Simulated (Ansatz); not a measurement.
# What a change does: single-point calculation on C₂H₇AsSi

System: C₂H₇AsSi, SMILES C[As]1C[SiH2]1.
Method of run 1: RKS r2SCAN-D4/def2-TZVPP (Ansatz 0.2.0).

The geometry comes from this level: PBE0-D4/def2-TZVP. Text and figures count atoms from 1; the logs count them from 0 in places.

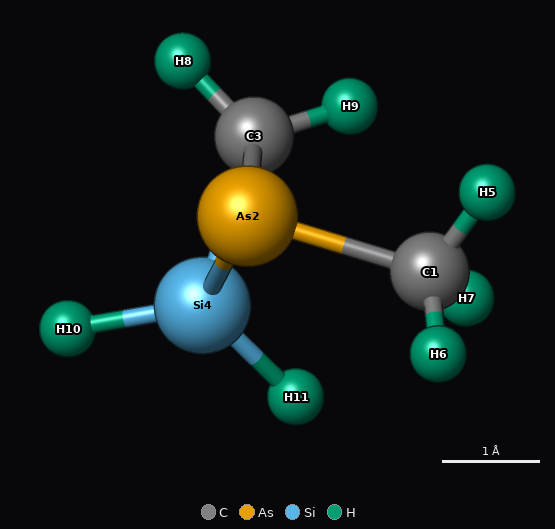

**Figure 1.** The structure (ball-and-stick view, seen at a tilt; atoms are numbered from 1 in the order of the input).

**Input, run 1**
```yaml
crystal:
  periodic: [false, false, false]
  atoms:
    - {symbol: C, position_ang: [-1.099577, 1.371293, -0.075192]}
    - {symbol: As, position_ang: [0.378009, 0.750530, 1.088235]}
    - {symbol: C, position_ang: [0.144954, -1.235914, 0.707778]}
    - {symbol: Si, position_ang: [1.383215, -0.590621, -0.504485]}
    - {symbol: H, position_ang: [-2.020379, 1.373326, 0.509816]}
    - {symbol: H, position_ang: [-0.885444, 2.388914, -0.402657]}
    - {symbol: H, position_ang: [-1.231931, 0.735975, -0.951206]}
    - {symbol: H, position_ang: [0.500992, -1.855255, 1.525869]}
    - {symbol: H, position_ang: [-0.853595, -1.509640, 0.381239]}
    - {symbol: H, position_ang: [2.789088, -1.024330, -0.340998]}
    - {symbol: H, position_ang: [0.959868, -0.461478, -1.917797]}
basis:
  gaussian: {orbitals: def2-TZVPP}
hamiltonian: {xc: r2scan, dispersion: d4}
output: {forces: true, orbitals: {seedname: orbitals}}
```

Command:
```bash
ansatz run in.yaml --threads 4 --pin off --events-out ev --progress --plain --max-ram 10444MiB
```

Hardware: 4 threads of Intel Xeon @ 2.90GHz, 163 GiB of memory available, shared host.

**Output (run 1)**
```
Functional definition: r2SCAN
  parameter k0 = 0.174
  parameter k1 = 0.065
  parameter a1 = 4.9479
  exchange = r2scan_x(k0 = k0, k1 = k1, a1 = a1)
  correlation = r2scan_c
1434 factors; their error is unknown
mean field evaluation 1: about -70891.3065 eV, gradient 7.9e1 eV
mean field evaluation 2: about -70862.5910 eV, gradient 1.2e2 eV
mean field evaluation 4: about -70905.2199 eV, gradient 1.1e1 eV
mean field evaluation 8: about -70905.5479 eV, gradient 2.3e-1 eV
mean field evaluation 16: about -70905.5135 eV, gradient 6.2e-3 eV
mean field -70905.51354464 eV, -2605.7295612823 hartree, gradient 3.0e-5 eV, S^2 0.000000; 0 other end points of the search recorded, 0 dependent functions left out
the calculation of the forces begins
reference -70905.51355716 eV, -2605.7295617423 hartree; 33, 33 occupied and 217, 217 virtual orbitals, 1434 factors
Total energy: -70905.57623904 eV, -2605.7318652591 hartree
Atom 0 at    -1.099577     1.371293    -0.075192 Å, force    -0.099006     0.043792    -0.072558 eV/Å
Atom 1 at     0.378009     0.750530     1.088235 Å, force     0.068005     0.099086     0.115882 eV/Å
Atom 2 at     0.144954    -1.235914     0.707778 Å, force    -0.012650    -0.136443    -0.025194 eV/Å
Atom 3 at     1.383215    -0.590621    -0.504485 Å, force     0.058235    -0.020136    -0.056236 eV/Å
Atom 4 at    -2.020379     1.373326     0.509816 Å, force     0.019028     0.000923    -0.012128 eV/Å
Atom 5 at    -0.885444     2.388914    -0.402657 Å, force    -0.008787    -0.022616     0.005700 eV/Å
Atom 6 at    -1.231931     0.735975    -0.951206 Å, force     0.000317     0.012624     0.020238 eV/Å
Atom 7 at     0.500992    -1.855255     1.525869 Å, force    -0.016112     0.014180    -0.011914 eV/Å
Atom 8 at    -0.853595    -1.509640     0.381239 Å, force     0.006755     0.012115     0.017619 eV/Å
Atom 9 at     2.789088    -1.024330    -0.340998 Å, force    -0.018678     0.000941     0.000742 eV/Å
Atom 10 at     0.959868    -0.461478    -1.917797 Å, force     0.002892    -0.004466     0.017849 eV/Å
Dipole moment:    -0.152082    -0.070145    -0.138040 e Å
```

For run 2 the input was changed thus:
```diff
-hamiltonian: {xc: r2scan, dispersion: d4}
+hamiltonian: {xc: pbe, dispersion: d4}
```

Predict how the results change.

The total energies belong to different models, so their difference says nothing on which is more stable or more accurate. The largest force goes from 0.167 to 0.514 eV/Å. The HOMO goes from −5.75 to −5.55 eV. The LUMO goes from −0.74 to −0.96 eV. The dipole moment goes from 1.04 to 0.93 D. On the same kind of shared host run 2 took about 0.55 times as long.

**Output (run 2)**
```
Functional definition: PBE
  parameter kappa = 0.804
  parameter beta = 0.06672455060314922
  exchange = pbe_x(kappa = kappa, mu = beta*pi^2/3)
  correlation = pbe_c(beta = beta)
1434 factors; their error is unknown
mean field evaluation 1: about -70873.3087 eV, gradient 8.9e1 eV
mean field evaluation 2: about -70824.8179 eV, gradient 1.4e2 eV
mean field evaluation 4: about -70890.7306 eV, gradient 1.7e1 eV
mean field evaluation 8: about -70891.4818 eV, gradient 1.8e-1 eV
mean field evaluation 16: about -70891.4515 eV, gradient 6.2e-3 eV
mean field -70891.45145691 eV, -2605.2127890898 hartree, gradient 1.3e-5 eV, S^2 0.000000; 0 other end points of the search recorded, 0 dependent functions left out
the calculation of the forces begins
reference -70891.45150061 eV, -2605.2127906957 hartree; 33, 33 occupied and 217, 217 virtual orbitals, 1434 factors
Total energy: -70891.72140855 eV, -2605.2227096296 hartree
Atom 0 at    -1.099577     1.371293    -0.075192 Å, force    -0.062127     0.019486    -0.059630 eV/Å
Atom 1 at     0.378009     0.750530     1.088235 Å, force     0.151184     0.286920     0.398620 eV/Å
Atom 2 at     0.144954    -1.235914     0.707778 Å, force    -0.042108    -0.129764    -0.002609 eV/Å
Atom 3 at     1.383215    -0.590621    -0.504485 Å, force     0.147836    -0.018775    -0.174514 eV/Å
Atom 4 at    -2.020379     1.373326     0.509816 Å, force    -0.177829    -0.000339     0.114970 eV/Å
Atom 5 at    -0.885444     2.388914    -0.402657 Å, force     0.041047     0.195301    -0.065098 eV/Å
Atom 6 at    -1.231931     0.735975    -0.951206 Å, force    -0.029791    -0.118353    -0.172253 eV/Å
Atom 7 at     0.500992    -1.855255     1.525869 Å, force     0.061473    -0.125219     0.157106 eV/Å
Atom 8 at    -0.853595    -1.509640     0.381239 Å, force    -0.194617    -0.064291    -0.060281 eV/Å
Atom 9 at     2.789088    -1.024330    -0.340998 Å, force     0.154984    -0.052365     0.020412 eV/Å
Atom 10 at     0.959868    -0.461478    -1.917797 Å, force    -0.050052     0.007400    -0.156722 eV/Å
Dipole moment:    -0.151993    -0.051120    -0.109411 e Å
```

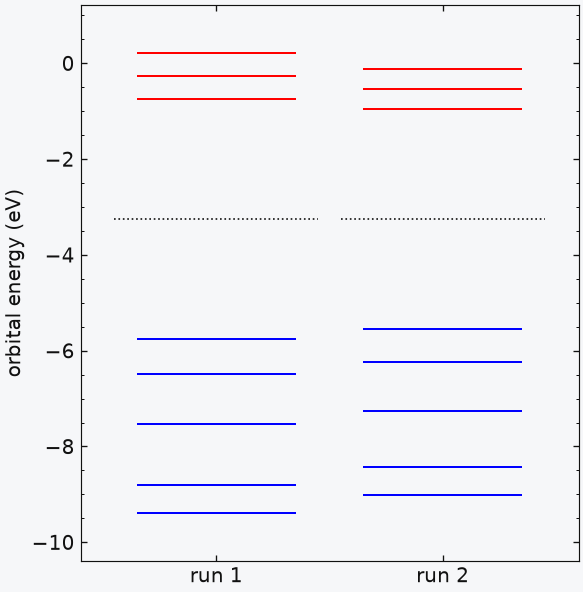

**Figure 2.** The five highest filled and three lowest empty orbital energies of the two runs; the dotted lines part filled from empty levels. The HOMO–LUMO gap is 5.01 eV in run 1 and 4.58 eV in run 2.

**The two runs side by side**

| quantity | run 1 | run 2 |
| --- | --- | --- |
| outcome | converged | converged |
| total energy (hartree) | −2605.731865 | −2605.222710 |
| HOMO (eV) | −5.75 | −5.55 |
| LUMO (eV) | −0.74 | −0.96 |
| dipole moment (D) | 1.04 | 0.93 |
| largest force (eV/Å) | 0.167 | 0.514 |
| basis functions | 250 | 250 |
| wall time (shared host) | 4.7 s | 2.6 s |
